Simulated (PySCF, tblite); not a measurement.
# C5H7NS: a rotation path, then NMR shifts on frames, part 2 of 2

tblite 0.8.0 and PySCF 2.14.0. Atoms count from 0. Earlier steps stand in the parts before.

### Step 5. Shielding tensors: image 5, PBE0/pcSseg-1

The job: settings as JSON, then the geometry in Å.

```
{"job": {"kind": "nmr", "xc": "PBE0", "basis": "pcSseg-1", "pop": false}, "charge": 0, "multiplicity": 1}
C     -1.767500    -0.894200     0.794300
C     -0.726500    -0.888400    -0.322000
C      0.415000     0.015200    -0.000200
C      0.396700     1.228000     0.619900
N      1.598000     1.829200     0.777400
C      2.547900     1.119200     0.298700
S      2.052000    -0.390400    -0.406500
H     -2.571700    -1.584800     0.555300
H     -1.310500    -1.199500     1.732300
H     -2.192400     0.096500     0.927000
H     -0.347200    -1.899900    -0.484700
H     -1.194400    -0.560800    -1.257700
H     -0.480900     1.728500     0.984500
H      3.581000     1.400900     0.319400
```

With the program's defaults for keys left out, this is: GIAO PBE0/pcSseg-1 NMR shielding, non-relativistic, gas phase.

Output:

```text
coarse grid: 12456 points
cycle   1  E = -647.1133708873  dE =  1.179e+00  |g| = 3.848e-01  |ddm| = 3.636e+00
cycle   2  E = -647.0610356039  dE =  5.234e-02  |g| = 6.074e-01  |ddm| = 1.059e+00
cycle   3  E = -647.1498347761  dE = -8.880e-02  |g| = 1.087e-01  |ddm| = 7.395e-01
cycle   4  E = -647.1525105199  dE = -2.676e-03  |g| = 3.434e-02  |ddm| = 1.316e-01
cycle   5  E = -647.1527811860  dE = -2.707e-04  |g| = 9.867e-03  |ddm| = 4.128e-02
cycle   6  E = -647.1527994816  dE = -1.830e-05  |g| = 5.249e-03  |ddm| = 1.424e-02
cycle   7  E = -647.1528064177  dE = -6.936e-06  |g| = 1.085e-03  |ddm| = 5.812e-03
final grid: 116384 points
cycle   8  E = -647.1960238343  dE = -2.628e-05  |g| = 1.004e-02  |ddm| = 2.967e-02
cycle   9  E = -647.1959869528  dE =  3.688e-05  |g| = 1.535e-02  |ddm| = 2.593e-02
cycle  10  E = -647.1960481222  dE = -6.117e-05  |g| = 2.453e-03  |ddm| = 1.879e-02
cycle  11  E = -647.1960496364  dE = -1.514e-06  |g| = 3.716e-04  |ddm| = 2.741e-03
cycle  12  E = -647.1960496654  dE = -2.895e-08  |g| = 1.298e-04  |ddm| = 5.039e-04
cycle  13  E = -647.1960496690  dE = -3.654e-09  |g| = 4.436e-05  |ddm| = 1.472e-04
cycle  14  E = -647.1960496695  dE = -4.245e-10  |g| = 2.001e-05  |ddm| = 6.180e-05
converged SCF energy = -647.1960496695

GIAO shielding tensors (ppm)
atom      isotropic    diamagn.    paramagn.     s11        s22        s33       span
  0 C      170.370     247.425     -77.055    155.952    170.088    185.071     29.119
  1 C      163.534     243.912     -80.378    150.972    165.042    174.587     23.616
  2 C       35.069     265.087    -230.017    -34.366     21.734    117.839    152.205
  3 C       44.844     250.873    -206.029    -33.946     48.918    119.559    153.505
  4 N      -96.433     332.644    -429.077   -396.743   -116.838    224.283    621.026
  5 C       34.315     260.750    -226.435    -41.992     38.666    106.272    148.264
  6 S      216.693    1057.904    -841.211     -6.378    301.289    355.169    361.547
  7 H       30.340      28.147       2.193     25.407     27.685     37.928     12.521
  8 H       30.471      29.915       0.556     26.853     28.810     35.748      8.895
  9 H       30.001      30.665      -0.664     25.051     29.090     35.862     10.811
 10 H       28.823      30.095      -1.272     21.806     30.331     34.333     12.526
 11 H       28.670      29.712      -1.042     24.104     27.251     34.654     10.550
 12 H       23.870      32.549      -8.679     19.815     22.787     29.008      9.193
 13 H       23.635      29.727      -6.092     20.273     22.480     28.152      7.880
```

Run time: 42 s. Hardware: 1 thread, shared host.

This run: δ C5 152.6, C2 151.9, C3 142.1, C1 23.4, H13 8.08, H12 7.85 ppm.

### Step 6. Shielding tensors: image 6, PBE0/pcSseg-1

The job: settings as JSON, then the geometry in Å.

```
{"job": {"kind": "nmr", "xc": "PBE0", "basis": "pcSseg-1", "pop": false}, "charge": 0, "multiplicity": 1}
C     -1.811900    -0.828300     0.740600
C     -0.695300    -0.932800    -0.293100
C      0.433100    -0.010200     0.019200
C      0.426400     1.135800     0.754700
N      1.612700     1.777600     0.860300
C      2.539900     1.164000     0.229500
S      2.039600    -0.295100    -0.574500
H     -2.602700    -1.538400     0.514800
H     -1.424200    -1.040300     1.733800
H     -2.238500     0.170700     0.742800
H     -0.318300    -1.958300    -0.334900
H     -1.090200    -0.694500    -1.287700
H     -0.429600     1.556800     1.247500
H      3.558300     1.492600     0.184900
```

Level: GIAO PBE0/pcSseg-1 NMR shielding, non-relativistic, gas phase.

Output:

```text
coarse grid: 12456 points
cycle   1  E = -647.1138846395  dE =  1.180e+00  |g| = 3.851e-01  |ddm| = 3.642e+00
cycle   2  E = -647.0608127891  dE =  5.307e-02  |g| = 6.101e-01  |ddm| = 1.064e+00
cycle   3  E = -647.1503078242  dE = -8.950e-02  |g| = 1.090e-01  |ddm| = 7.440e-01
cycle   4  E = -647.1530063030  dE = -2.698e-03  |g| = 3.415e-02  |ddm| = 1.324e-01
cycle   5  E = -647.1532733233  dE = -2.670e-04  |g| = 9.941e-03  |ddm| = 4.118e-02
cycle   6  E = -647.1532921501  dE = -1.883e-05  |g| = 5.227e-03  |ddm| = 1.431e-02
cycle   7  E = -647.1532990370  dE = -6.887e-06  |g| = 1.077e-03  |ddm| = 5.737e-03
final grid: 116384 points
cycle   8  E = -647.1964806272  dE = -2.650e-05  |g| = 1.020e-02  |ddm| = 2.896e-02
cycle   9  E = -647.1964426569  dE =  3.797e-05  |g| = 1.558e-02  |ddm| = 2.637e-02
cycle  10  E = -647.1965057253  dE = -6.307e-05  |g| = 2.493e-03  |ddm| = 1.908e-02
cycle  11  E = -647.1965072899  dE = -1.565e-06  |g| = 3.673e-04  |ddm| = 2.781e-03
cycle  12  E = -647.1965073179  dE = -2.802e-08  |g| = 1.314e-04  |ddm| = 5.000e-04
cycle  13  E = -647.1965073217  dE = -3.775e-09  |g| = 4.334e-05  |ddm| = 1.513e-04
cycle  14  E = -647.1965073221  dE = -4.050e-10  |g| = 1.979e-05  |ddm| = 5.969e-05
converged SCF energy = -647.1965073221

GIAO shielding tensors (ppm)
atom      isotropic    diamagn.    paramagn.     s11        s22        s33       span
  0 C      172.127     247.680     -75.553    159.642    171.755    184.985     25.343
  1 C      162.893     244.315     -81.422    151.767    162.895    174.017     22.249
  2 C       34.938     264.993    -230.055    -33.514     21.864    116.462    149.976
  3 C       45.853     250.621    -204.768    -29.728     48.397    118.889    148.617
  4 N      -95.012     332.710    -427.721   -395.746   -115.374    226.084    621.830
  5 C       32.800     260.825    -228.025    -45.890     38.925    105.365    151.255
  6 S      217.515    1057.871    -840.356     -3.763    293.518    362.790    366.553
  7 H       30.290      28.070       2.220     25.281     27.820     37.770     12.489
  8 H       30.426      30.087       0.339     26.794     28.550     35.934      9.139
  9 H       29.966      30.739      -0.773     25.256     28.788     35.855     10.599
 10 H       28.735      29.898      -1.163     21.710     30.112     34.384     12.674
 11 H       28.691      29.710      -1.020     23.454     27.976     34.641     11.188
 12 H       23.967      32.651      -8.684     19.757     23.075     29.070      9.313
 13 H       23.543      29.724      -6.181     20.215     22.456     27.960      7.745
```

Run time: 43 s. Hardware: 1 thread, shared host.

This run: δ C5 154.1, C2 152.0, C3 141.1, C1 24.0, H13 8.17, H12 7.75 ppm.

### Step 7. Nuclear shieldings: image 8, PBE0/pcSseg-1

The job: settings as JSON, then the geometry in Å.

```
{"job": {"kind": "nmr", "xc": "PBE0", "basis": "pcSseg-1", "pop": false}, "charge": 0, "multiplicity": 1}
C     -1.908900    -0.712000     0.598400
C     -0.640000    -1.010900    -0.191300
C      0.457000    -0.039200     0.079600
C      0.553800     0.939100     1.021400
N      1.700400     1.660300     1.009400
C      2.494900     1.271600     0.086800
S      1.905800    -0.047400    -0.880800
H     -2.678500    -1.437500     0.346700
H     -1.720400    -0.767600     1.667500
H     -2.281200     0.281900     0.361800
H     -0.287000    -2.019000     0.050500
H     -0.862800    -0.999700    -1.262400
H     -0.191700     1.179500     1.756000
H      3.457700     1.700400    -0.105600
```

Method: GIAO PBE0/pcSseg-1 NMR shielding, non-relativistic, gas phase.

Output:

```text
coarse grid: 12456 points
cycle   1  E = -647.1143297978  dE =  1.175e+00  |g| = 3.840e-01  |ddm| = 3.646e+00
cycle   2  E = -647.0616621568  dE =  5.267e-02  |g| = 6.084e-01  |ddm| = 1.062e+00
cycle   3  E = -647.1504802533  dE = -8.882e-02  |g| = 1.092e-01  |ddm| = 7.418e-01
cycle   4  E = -647.1531908090  dE = -2.711e-03  |g| = 3.403e-02  |ddm| = 1.329e-01
cycle   5  E = -647.1534561062  dE = -2.653e-04  |g| = 9.968e-03  |ddm| = 4.098e-02
cycle   6  E = -647.1534751778  dE = -1.907e-05  |g| = 5.206e-03  |ddm| = 1.420e-02
cycle   7  E = -647.1534820161  dE = -6.838e-06  |g| = 1.068e-03  |ddm| = 5.663e-03
final grid: 116384 points
cycle   8  E = -647.1971157706  dE = -2.946e-05  |g| = 1.015e-02  |ddm| = 2.965e-02
cycle   9  E = -647.1970783067  dE =  3.746e-05  |g| = 1.550e-02  |ddm| = 2.623e-02
cycle  10  E = -647.1971405517  dE = -6.225e-05  |g| = 2.503e-03  |ddm| = 1.903e-02
cycle  11  E = -647.1971421228  dE = -1.571e-06  |g| = 4.019e-04  |ddm| = 2.817e-03
cycle  12  E = -647.1971421570  dE = -3.417e-08  |g| = 1.312e-04  |ddm| = 5.284e-04
cycle  13  E = -647.1971421607  dE = -3.705e-09  |g| = 4.647e-05  |ddm| = 1.556e-04
cycle  14  E = -647.1971421611  dE = -4.634e-10  |g| = 2.031e-05  |ddm| = 6.127e-05
converged SCF energy = -647.1971421611

GIAO shielding tensors (ppm)
atom      isotropic    diamagn.    paramagn.     s11        s22        s33       span
  0 C      173.380     247.588     -74.208    164.349    170.363    185.428     21.080
  1 C      162.319     244.681     -82.363    152.341    160.736    173.878     21.537
  2 C       34.799     264.941    -230.142    -32.893     21.819    115.471    148.365
  3 C       46.812     250.205    -203.393    -25.939     48.620    117.755    143.695
  4 N      -94.663     332.816    -427.479   -395.894   -112.960    224.865    620.760
  5 C       31.738     260.968    -229.230    -49.079     39.109    105.183    154.261
  6 S      216.093    1057.982    -841.889     -3.340    290.064    361.556    364.896
  7 H       30.253      27.980       2.273     25.213     27.894     37.652     12.438
  8 H       30.103      30.232      -0.129     25.806     28.474     36.029     10.223
  9 H       30.304      30.531      -0.227     26.457     28.372     36.083      9.626
 10 H       28.669      29.437      -0.768     22.608     28.940     34.458     11.851
 11 H       28.663      30.109      -1.446     21.819     29.847     34.324     12.504
 12 H       24.071      32.539      -8.467     19.927     23.263     29.023      9.096
 13 H       23.468      29.765      -6.297     20.195     22.360     27.850      7.656
```

Wall time 46 s (1 thread, shared host).

In short: δ C5 155.2, C2 152.1, C3 140.1, C1 24.6, H13 8.25, H12 7.65 ppm.

### Step 8. Run by run: NMR shifts

Shifts (ppm) of some atoms, chosen among heavy atoms and hydrogens apart, with basis size and wall time:

| frame | C5 | C3 | C0 | H8 | H9 | N4 | S6 | functions | time |
| --- | --- | --- | --- | --- | --- | --- | --- | --- | --- |
| image 0 | 155.2 | 142.7 | 23.0 | 1.32 | 1.23 | 363.3 | 277 | 161 | 43 s |
| image 2 | 153.2 | 143.4 | 22.6 | 1.25 | 1.23 | 366.1 | 282 | 161 | 43 s |
| image 5 | 152.6 | 142.1 | 16.6 | 1.25 | 1.72 | 364.2 | 287 | 161 | 42 s |
| image 6 | 154.1 | 141.1 | 14.8 | 1.29 | 1.75 | 362.7 | 286 | 161 | 43 s |
| image 8 | 155.2 | 140.1 | 13.5 | 1.61 | 1.41 | 362.4 | 288 | 161 | 46 s |

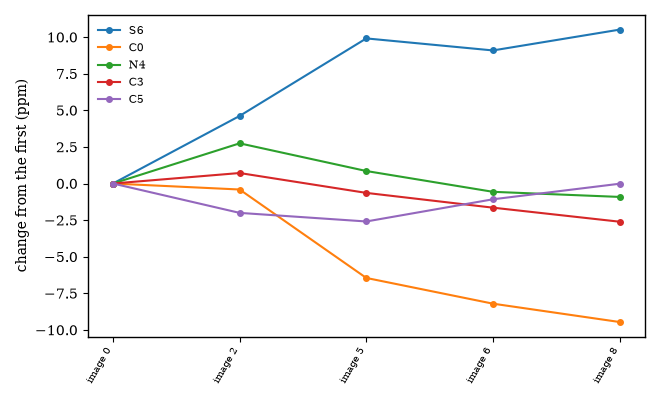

How five of the tabulated atoms move from run to run.

### Step 9. Summary of results

The summary covers parts 1 to 2.

| quantity | value |
| --- | --- |
| barrier | 0.038 eV (0.9 kcal/mol) at image 5 |
| end to end (GFN2-xTB) | 0.027 eV |
| ¹³C shifts against TMS (PBE0/pcSseg-1, image 0) | 155.2, 154.0, 142.7, 25.8, 23.0 ppm |
| ¹H shifts against TMS (PBE0/pcSseg-1, image 0) | 8.22, 7.71, 2.98, 2.89, 1.44, 1.32, 1.23 ppm |
| ¹⁵N shifts against NH3 (PBE0/pcSseg-1, image 0) | 363.3 ppm |
| ³³S shifts against CS2 (PBE0/pcSseg-1, image 0) | 277 ppm |
| range of the shift of S6 | 277 to 288 ppm |

In words: Along the band the dihedral turns by 118°, and the top (dihedral -38°) lies 0.9 kcal/mol above the start (GFN2-xTB, rough), so at room temperature this motion is fast. Ends this close can change order at a higher level. The top was not checked by a frequency run. Shifts at one fixed geometry are not the observed spectrum, which averages over the motion. In the first frame run (image 0): Shielding is most anisotropic at N4 (span 613 ppm, paramagnetic term -429 ppm). NICS(1)zz of -27 ppm above the planar ring from C2 marks a diatropic (aromatic) ring current. In ppm, S6 moves most: its shift spreads over 11 ppm, from 277 (image 0) to 288 (image 8).
